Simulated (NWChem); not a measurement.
# Energy and gradient calculation of InH3SO2

InH3SO2, computed with HF/3-21G, RHF (NWChem 7.3.0).

The geometry comes from this level: GFN2-xTB.

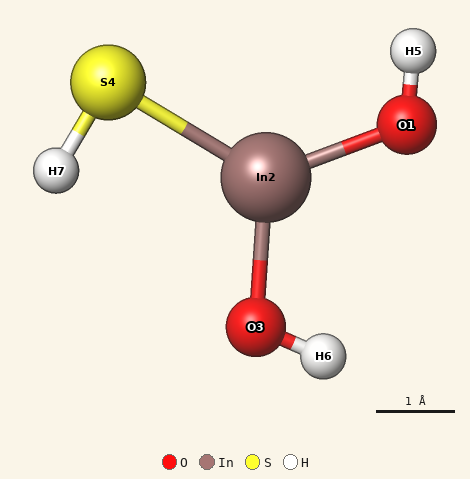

The input geometry (ball-and-stick view, seen on its broad side; atoms are numbered from 1 in the order of the input). Sticks mark near contacts. Bond lengths as drawn: H–O 0.96 Å, H–S 1.32 Å, In–O 1.94 to 1.95 Å and In–S 2.40 Å.

### Input
```
start h3ino2s
title "H3InO2S gradient"
memory 2200 mb

geometry units angstrom noautosym nocenter noautoz
  load format xyz h3ino2s.xyz
end

basis spherical bse
  * library 3-21G
end

scf
  singlet
  rhf
  thresh 1e-08
  maxiter 80
  noprint "final vectors analysis"
end

task scf gradient
```

### File h3ino2s.xyz
```
7
H3InO2S gradient
O     -0.044420     1.827440    -0.900830
In     0.034940     0.099640     0.001280
O     -1.062600    -1.276660    -0.820440
S      1.299180    -0.510490     1.944810
H      0.484290     2.518290    -0.504840
H     -1.516850    -0.921000    -1.583600
H      0.805440    -1.737210     1.863610
```

Run on 1 thread of Intel Xeon (Granite Rapids), 16 GiB of memory available, shared host.

Command:
```bash
nwchem h3ino2s.nw > h3ino2s.out
```

### The program's output
```
Northwest Computational Chemistry Package (NWChem) 7.3.0
             --------------------------------------------------------

           Job information
           ---------------

    nwchem branch   = 7.3.0
    use scalapack   = T
    input           = h3ino2s.nw
    prefix          = h3ino2s.
    data base       = ./h3ino2s.db
    status          = startup
    nproc           =        1

           Memory information
           ------------------

    heap     =     72089594 doubles =      550.0 Mbytes
    stack    =     72089599 doubles =      550.0 Mbytes
    global   =    144179200 doubles =     1100.0 Mbytes (distinct from heap & stack)
    total    =    288358393 doubles =     2200.0 Mbytes
    verify   = yes
    hardfail = no

           Directory information
           ---------------------

  0 permanent = .
  0 scratch   = .

                                NWChem Input Module
                                -------------------

                                 H3InO2S gradient
                                 ----------------

 Scaling coordinates for geometry "geometry" by  1.889725989
 (inverse scale =  0.529177249)

                             Geometry "geometry" -> ""
                             -------------------------

 Output coordinates in angstroms (scale by  1.889725989 to convert to a.u.)

  No.       Tag          Charge          X              Y              Z
 ---- ---------------- ---------- -------------- -------------- --------------
    1 O                    8.0000    -0.04442000     1.82744000    -0.90083000
    2 In                  49.0000     0.03494000     0.09964000     0.00128000
    3 O                    8.0000    -1.06260000    -1.27666000    -0.82044000
    4 S                   16.0000     1.29918000    -0.51049000     1.94481000
    5 H                    1.0000     0.48429000     2.51829000    -0.50484000
    6 H                    1.0000    -1.51685000    -0.92100000    -1.58360000
    7 H                    1.0000     0.80544000    -1.73721000     1.86361000

      Atomic Mass
      -----------

      O                 15.994910
      In               114.904100
      S                 31.972070
      H                  1.007825

 Effective nuclear repulsion energy (a.u.)     486.6462993123

            Nuclear Dipole moment (a.u.)
            ----------------------------
        X                 Y               Z
 ---------------- ---------------- ----------------
    25.3519213560     1.8535188386    32.4743552987

            XYZ format geometry
            -------------------
     7
 geometry
 O                    -0.04442000     1.82744000    -0.90083000
 In                    0.03494000     0.09964000     0.00128000
 O                    -1.06260000    -1.27666000    -0.82044000
 S                     1.29918000    -0.51049000     1.94481000
 H                     0.48429000     2.51829000    -0.50484000
 H                    -1.51685000    -0.92100000    -1.58360000
 H                     0.80544000    -1.73721000     1.86361000

 ==============================================================================
                                internuclear distances
 ------------------------------------------------------------------------------
       center one      |      center two      | atomic units |  angstroms
 ------------------------------------------------------------------------------
    2 In               |   1 O                |     3.68637  |     1.95074
    3 O                |   2 In               |     3.67114  |     1.94268
    4 S                |   2 In               |     4.53056  |     2.39747
    5 H                |   1 O                |     1.80626  |     0.95583
    6 H                |   3 O                |     1.80788  |     0.95669
    7 H                |   4 S                |     2.50359  |     1.32485
 ------------------------------------------------------------------------------
                         number of included internuclear distances:          6
 ==============================================================================

 ==============================================================================
                                 internuclear angles
 ------------------------------------------------------------------------------
        center 1       |       center 2       |       center 3       |  degrees
 ------------------------------------------------------------------------------
    2 In               |   1 O                |   5 H                |   115.22
    1 O                |   2 In               |   3 O                |   114.14
    1 O                |   2 In               |   4 S                |   128.44
    3 O                |   2 In               |   4 S                |   117.42
    2 In               |   3 O                |   6 H                |   110.02
    2 In               |   4 S                |   7 H                |    89.39
 ------------------------------------------------------------------------------
                            number of included internuclear angles:          6
 ==============================================================================

 Summary of "ao basis" -> "" (spherical)
 ------------------------------------------------------------------------------
       Tag                 Description            Shells   Functions and Types
 ---------------- ------------------------------  ------  ---------------------
 *                           3-21G                    on all atoms

                      Basis "ao basis" -> "ao basis" (spherical)
                      -----
  [basis functions not shown]

 Summary of "ao basis" -> "ao basis" (spherical)
 ------------------------------------------------------------------------------
       Tag                 Description            Shells   Functions and Types
 ---------------- ------------------------------  ------  ---------------------
 O                           3-21G                   5        9   3s2p
 In                          3-21G                  13       31   6s5p2d
 S                           3-21G                   7       13   4s3p
 H                           3-21G                   2        2   2s

                                 NWChem SCF Module
                                 -----------------

                                 H3InO2S gradient

  ao basis        = "ao basis"
  functions       =    68
  atoms           =     7
  closed shells   =    42
  open shells     =     0
  charge          =   0.00
  wavefunction    = RHF
  input vectors   = atomic
  output vectors  = ./h3ino2s.movecs
  use symmetry    = F
  symmetry adapt  = F

 Summary of "ao basis" -> "ao basis" (spherical)
 ------------------------------------------------------------------------------
       Tag                 Description            Shells   Functions and Types
 ---------------- ------------------------------  ------  ---------------------
 O                           3-21G                   5        9   3s2p
 In                          3-21G                  13       31   6s5p2d
 S                           3-21G                   7       13   4s3p
 H                           3-21G                   2        2   2s

 Forming initial guess at       0.0s

      Superposition of Atomic Density Guess
      -------------------------------------

 Sum of atomic energies:       -6260.48880797

      Non-variational initial energy
      ------------------------------

 Total energy =   -6261.103754
 1-e energy   =   -9619.998023
 2-e energy   =    2872.247970
 HOMO         =      -0.330402
 LUMO         =      -0.068694

 Starting SCF solution at       0.3s

 ----------------------------------------------
         Quadratically convergent ROHF

 Convergence threshold     :          1.000E-08
 Maximum no. of iterations :           80
 Final Fock-matrix accuracy:          1.000E-10
 ----------------------------------------------

              iter       energy          gnorm     gmax       time
             ----- ------------------- --------- --------- --------
                 1    -6260.8859323762  1.45D+00  4.05D-01      0.5
                 2    -6260.9958208801  3.11D-01  8.76D-02      1.0
                 3    -6261.0050609667  2.09D-02  5.03D-03      1.7
                 4    -6261.0051269806  2.26D-04  5.67D-05      2.7
                 5    -6261.0051269914  1.96D-08  4.89D-09      4.8
                 6    -6261.0051269914  5.38D-10  1.29D-10      5.7

       Final RHF  results
       ------------------

         Total SCF energy =  -6261.005126991357
      One-electron energy =  -9620.210344365969
      Two-electron energy =   2872.558918062343
 Nuclear repulsion energy =    486.646299312269

        Time for solution =      5.4s

             Final eigenvalues
             -----------------

              1
    1 -991.7371
    2 -148.7062
    3 -138.1382
    4 -138.1371
    5 -138.1367
    6  -91.3097
    7  -29.5887
    8  -25.1318
    9  -25.1271
   10  -25.1258
   11  -20.4225
   12  -20.4129
   13  -17.5324
   14  -17.5311
   15  -17.5302
   16  -17.5277
   17  -17.5271
   18   -8.9093
   19   -6.5841
   20   -6.5822
   21   -6.5795
   22   -5.0371
   23   -3.5108
   24   -3.5068
   25   -3.5029
   26   -1.2974
   27   -1.2925
   28   -1.1456
   29   -1.1392
   30   -1.1355
   31   -1.1246
   32   -1.1159
   33   -0.9645
   34   -0.6350
   35   -0.6088
   36   -0.5486
   37   -0.5000
   38   -0.4818
   39   -0.4582
   40   -0.4555
   41   -0.4191
   42   -0.3887
   43    0.0555
   44    0.0722
   45    0.1384
   46    0.1632
   47    0.2068
   48    0.2960
   49    0.3058
   50    0.3510
   51    0.3691
   52    0.4424

 center of mass
 --------------
 x =   0.28692087 y =   0.03944119 z =   0.35914697

 moments of inertia (a.u.)
 ------------------
         869.750584581568          -0.878656677177        -335.003912030108
          -0.878656677177         769.925881106125         161.057433061639
        -335.003912030108         161.057433061639         608.434066655747

  Mulliken analysis of the total density
  --------------------------------------

    Atom       Charge   Shell Charges
 -----------   ------   -------------------------------------------------------
    1 O    8     8.83   1.99  0.41  2.08  1.49  2.87
    2 In  49    47.63   2.00  2.00  6.00  2.00  6.00  2.00  5.94  0.59  0.86  0.09  0.19 10.00  9.98
    3 O    8     8.84   1.99  0.41  2.08  1.49  2.87
    4 S   16    16.54   2.00  1.96  5.89  0.97  2.41  1.02  2.29
    5 H    1     0.62   0.43  0.19
    6 H    1     0.62   0.43  0.19
    7 H    1     0.92   0.44  0.48

       Multipole analysis of the density wrt the origin
       ------------------------------------------------

     L   x y z        total         open         nuclear
     -   - - -        -----         ----         -------
     0   0 0 0     -0.000000      0.000000     84.000000

     1   1 0 0     -0.096092      0.000000     25.351921
     1   0 1 0      0.539323      0.000000      1.853519
     1   0 0 1     -0.347850      0.000000     32.474355

     2   2 0 0    -38.282235      0.000000    140.337677
     2   1 1 0      0.260826      0.000000      3.498610
     2   1 0 1     -4.277886      0.000000    183.487925
     2   0 2 0    -38.434379      0.000000    195.048621
     2   0 1 1      1.911619      0.000000    -84.703096
     2   0 0 2    -41.644177      0.000000    280.790222

                              NWChem Gradients Module
                              -----------------------

                                 H3InO2S gradient

  wavefunction    =   RHF

                         RHF ENERGY GRADIENTS

    atom               coordinates                        gradient
                 x          y          z           x          y          z
   1 O      -0.083942   3.453361  -1.702322   -0.000374   0.010317  -0.005358
   2 In      0.066027   0.188292   0.002419    0.004725  -0.005914   0.009284
   3 O      -2.008023  -2.412538  -1.550407   -0.004630  -0.003148  -0.004790
   4 S       2.455094  -0.964686   3.675158   -0.009583  -0.009773  -0.008186
   5 H       0.915175   4.758878  -0.954009   -0.003522  -0.015619   0.002463
   6 H      -2.866431  -1.740438  -2.992570    0.011923   0.005882   0.013088
   7 H       1.522061  -3.282851   3.521712    0.001461   0.018255  -0.006500

                 ----------------------------------------
                 |  Time  |  1-e(secs)   |  2-e(secs)   |
                 ----------------------------------------
                 |  CPU   |       0.00   |       1.86   |
                 ----------------------------------------
                 |  WALL  |       0.00   |       1.86   |
                 ----------------------------------------

 Task  times  cpu:        7.5s     wall:        7.5s
 Total times  cpu:        7.5s     wall:        7.5s
```

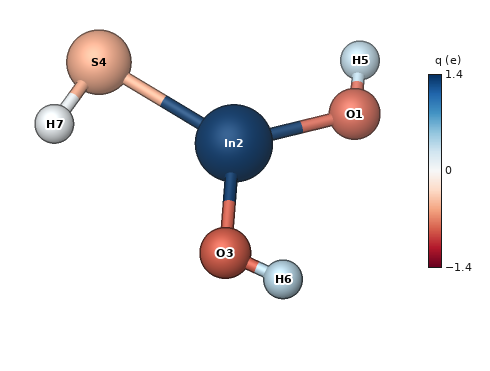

Mulliken charges, as the colour of each atom (ball-and-stick view, seen at a tilt; atoms are numbered from 1 in the order of the input). By element: O −0.84 to −0.83, In +1.37, S −0.54 and H +0.08 to +0.38 e.

### Key numbers

| quantity | value |
| --- | --- |
| outcome | converged |
| total energy | −6261.005127 hartree |
| basis functions | 68 |
| largest force | 0.999 eV/Å |
| dipole moment | 1.65 D |
| wall time | 8.1 s |
| peak memory | 0.099 GiB |
